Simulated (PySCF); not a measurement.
Dissociation curve of BO, doublet.

UKS-PBE0 = PySCF 2.14.0 with unrestricted PBE0/cc-pVTZ; ROHF/cc-pVTZ (PySCF); UKS-PBE = unrestricted PBE/cc-pVTZ (PySCF).

Magnitude of the dipole moment (D; its direction can reverse along the curve, and a method can change to another solution) and Mulliken charge of the fragment that holds B1:

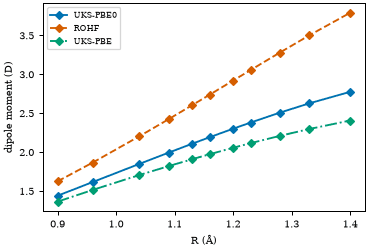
Fig. 1. Dipole moment against bond length.

```tsv
R / Å	μ UKS-PBE0	q UKS-PBE0	μ ROHF	q ROHF	μ UKS-PBE	q UKS-PBE
0.90	1.44	-0.24	1.62	-0.13	1.36	-0.29
0.96	1.62	-0.15	1.87	-0.04	1.51	-0.19
1.04	1.85	-0.04	2.20	0.07	1.71	-0.08
1.09	1.99	0.02	2.42	0.13	1.82	-0.02
1.13	2.11	0.07	2.60	0.17	1.91	0.03
1.16	2.19	0.10	2.74	0.21	1.97	0.06
1.20	2.30	0.14	2.92	0.25	2.06	0.10
1.23	2.38	0.17	3.06	0.28	2.12	0.13
1.28	2.51	0.21	3.28	0.33	2.21	0.17
1.33	2.63	0.25	3.50	0.37	2.30	0.21
1.40	2.78	0.30	3.79	0.42	2.41	0.25
```

The scan ran from 0.90 to 4.81 Å; beyond the distances shown one of the unrestricted levels run for this scan, shown here or not, changes its spin distribution in one step.
